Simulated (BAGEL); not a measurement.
# HF/def2-SVP (density fitting with qzvpp-jkfit) run of CH3BClFS (SMILES CSB(F)Cl)

Aim: the vertical ionisation energy of CH3BClFS at HF/def2-SVP (density fitting with qzvpp-jkfit), from 2 runs. 

The results are computed with BAGEL 1.2.2.

## (1) The molecule

CH3BClFS: 8 atoms, total charge 0, spin state singlet. SMILES: `CSB(F)Cl`. Geometry: relaxed at PBE0-D4/def2-TZVP. This is one conformer, not always the lowest.

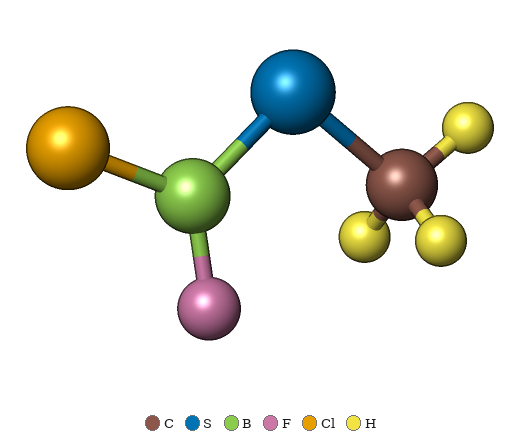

The structure, seen from a chosen angle (carbon brown, sulfur blue, boron green, fluorine pink, chlorine amber, hydrogen yellow).

## (2) The energy at HF/def2-SVP (density fitting with qzvpp-jkfit)

File input.json:

```json
{ "bagel": [

{
  "title": "molecule",
  "basis": "svp",
  "df_basis": "qzvpp-jkfit",
  "angstrom": true,
  "geometry": [
    { "atom": "C", "xyz": [       0.113400,       0.911000,       0.897400 ] },
    { "atom": "S", "xyz": [      -1.115300,       0.193300,      -0.223500 ] },
    { "atom": "B", "xyz": [      -0.151700,      -1.054600,      -1.055700 ] },
    { "atom": "F", "xyz": [       1.126700,      -1.251200,      -0.780800 ] },
    { "atom": "Cl", "xyz": [      -0.911800,      -2.055800,      -2.276100 ] },
    { "atom": "H", "xyz": [      -0.396600,       1.693700,       1.457300 ] },
    { "atom": "H", "xyz": [       0.489500,       0.159600,       1.588700 ] },
    { "atom": "H", "xyz": [       0.937800,       1.347000,       0.336900 ] }
  ]
},

{
  "title": "hf"
},

{
  "title": "print",
  "file": "orbitals.molden",
  "orbitals": true
}

]}
```

On the command line:

```console
$ BAGEL_NUM_THREADS=1 BAGEL input.json > input.out
```

Standard output:

```text
* using 1 threads per process

  ===============================================================
  ===============================================================

  *** Geometry ***

  { "atom" : "C", "xyz" : [      0.214295,      1.721541,      1.695840 ] },
  { "atom" : "S", "xyz" : [     -2.107612,      0.365284,     -0.422354 ] },
  { "atom" : "B", "xyz" : [     -0.286671,     -1.992905,     -1.994984 ] },
  { "atom" : "F", "xyz" : [      2.129154,     -2.364425,     -1.475498 ] },
  { "atom" : "Cl", "xyz" : [     -1.723052,     -3.884899,     -4.301206 ] },
  { "atom" : "H", "xyz" : [     -0.749465,      3.200629,      2.753898 ] },
  { "atom" : "H", "xyz" : [      0.925021,      0.301600,      3.002208 ] },
  { "atom" : "H", "xyz" : [      1.772185,      2.545461,      0.636649 ] },

  Number of auxiliary basis functions:      537

  Since a DF basis is specified, we compute 2- and 3-index integrals:
    o Being stored without compression. Storage requirement is 0.037 GB

  Number of basis functions:       93
  Number of electrons      :       56

    * METHOD: MOLECULE                             0.25

  *** RHF ***

  === Nuclear Repulsion ===
   261.5100317963

      * DIIS with orbital gradients will be used.

  === RHF iteration (svp) ===
      0      -1020.36164515          0.01373257           0.10
      1      -1020.46250875          0.00830442           0.10
      2      -1020.50236317          0.00125608           0.10
      3      -1020.50385651          0.00022890           0.10
      4      -1020.50390232          0.00006129           0.10
      5      -1020.50390635          0.00001873           0.10
      6      -1020.50390677          0.00000545           0.09
      7      -1020.50390681          0.00000141           0.09
      8      -1020.50390681          0.00000056           0.09
      9      -1020.50390681          0.00000021           0.10
     10      -1020.50390681          0.00000006           0.10
     11      -1020.50390681          0.00000002           0.10
     12      -1020.50390681          0.00000001           0.10
    * SCF iteration converged.

    * Permanent dipole moment:
           (   -0.260509,    -0.522645,    -0.587948) a.u.

    * METHOD: HF                                   1.48

    * METHOD: PRINT                                0.01

  ===============================================================
```

It took 1.9 s on 1 thread of Arm Neoverse V2, shared host; peak memory 0.15 GiB.

## (3) The doublet cation at the same level

File input.json:

```json
{ "bagel" : [

{
  "title" : "molecule",
  "basis" : "svp",
  "df_basis" : "qzvpp-jkfit",
  "angstrom" : true,
  "geometry" : [
    { "atom" : "C", "xyz" : [    0.113400,    0.911000,    0.897400 ] },
    { "atom" : "S", "xyz" : [   -1.115300,    0.193300,   -0.223500 ] },
    { "atom" : "B", "xyz" : [   -0.151700,   -1.054600,   -1.055700 ] },
    { "atom" : "F", "xyz" : [    1.126700,   -1.251200,   -0.780800 ] },
    { "atom" : "Cl", "xyz" : [   -0.911800,   -2.055800,   -2.276100 ] },
    { "atom" : "H", "xyz" : [   -0.396600,    1.693700,    1.457300 ] },
    { "atom" : "H", "xyz" : [    0.489500,    0.159600,    1.588700 ] },
    { "atom" : "H", "xyz" : [    0.937800,    1.347000,    0.336900 ] }
  ]
},
{ "title" : "uhf", "charge" : 1, "nopen" : 1 },
{ "title" : "print", "file" : "orbitals.molden", "orbitals" : true }

]}
```

On the command line:

```console
$ BAGEL_NUM_THREADS=1 BAGEL input.json > input.out
```

Standard output:

```text
* using 1 threads per process

  ===============================================================
  ===============================================================

  *** Geometry ***

  { "atom" : "C", "xyz" : [      0.214295,      1.721541,      1.695840 ] },
  { "atom" : "S", "xyz" : [     -2.107612,      0.365284,     -0.422354 ] },
  { "atom" : "B", "xyz" : [     -0.286671,     -1.992905,     -1.994984 ] },
  { "atom" : "F", "xyz" : [      2.129154,     -2.364425,     -1.475498 ] },
  { "atom" : "Cl", "xyz" : [     -1.723052,     -3.884899,     -4.301206 ] },
  { "atom" : "H", "xyz" : [     -0.749465,      3.200629,      2.753898 ] },
  { "atom" : "H", "xyz" : [      0.925021,      0.301600,      3.002208 ] },
  { "atom" : "H", "xyz" : [      1.772185,      2.545461,      0.636649 ] },

  Number of auxiliary basis functions:      537

  Since a DF basis is specified, we compute 2- and 3-index integrals:
    o Being stored without compression. Storage requirement is 0.037 GB

  Number of basis functions:       93
  Number of electrons      :       56

    * METHOD: MOLECULE                             0.25

  *** Open-shell HF ***

  === Nuclear Repulsion ===
   261.5100317963

      * DIIS with orbital gradients will be used.

  === UHF iteration (svp) ===
      0      -1019.96804422          0.03104688           0.19
      1      -1020.10298254          0.01952410           0.19
      2      -1020.14256423          0.01227840           0.19
      3      -1020.16556232          0.00124756           0.19
      4      -1020.16662408          0.00042730           0.19
      5      -1020.16676775          0.00016923           0.17
      6      -1020.16680646          0.00005097           0.17
      7      -1020.16681023          0.00001794           0.18
      8      -1020.16681125          0.00000501           0.18
      9      -1020.16681165          0.00000273           0.19
     10      -1020.16681181          0.00000165           0.20
     11      -1020.16681188          0.00000079           0.20
     12      -1020.16681190          0.00000025           0.20
     13      -1020.16681190          0.00000010           0.19
     14      -1020.16681190          0.00000004           0.19
     15      -1020.16681190          0.00000002           0.19
     16      -1020.16681190          0.00000001           0.19
    * SCF iteration converged.

    * S^2 (UHF) is 0.7614

    * Permanent dipole moment:
           (    0.293646,    -1.717750,    -1.517660) a.u.

    * METHOD: UHF                                  3.39

    * METHOD: PRINT                                0.01

  ===============================================================
```

Run time: 3.9 s. Hardware: 1 thread of Arm Neoverse V2, shared host; peak memory 0.15 GiB.

## (4) Outcome

At HF/def2-SVP (density fitting with qzvpp-jkfit):

| quantity | value |
| --- | --- |
| singlet CH3BClFS: total energy | -1020.50391 Eh |
| singlet CH3BClFS: dipole moment | 2.11 D |
| singlet CH3BClFS: HOMO energy | -10.47 eV |
| singlet CH3BClFS: LUMO energy | 3.57 eV |
| singlet CH3BClFS: HOMO–LUMO gap | 14.03 eV |
| doublet cation: total energy | -1020.16681 Eh |
| doublet cation: ⟨S²⟩ | 0.761 |
| vertical ionisation energy (to the doublet cation) | 9.173 eV |

In words: Removing an electron at fixed nuclei costs 9.17 eV (212 kcal/mol). −ε(HOMO) before ionisation, 10.47 eV, is 1.29 eV above this ionisation energy.
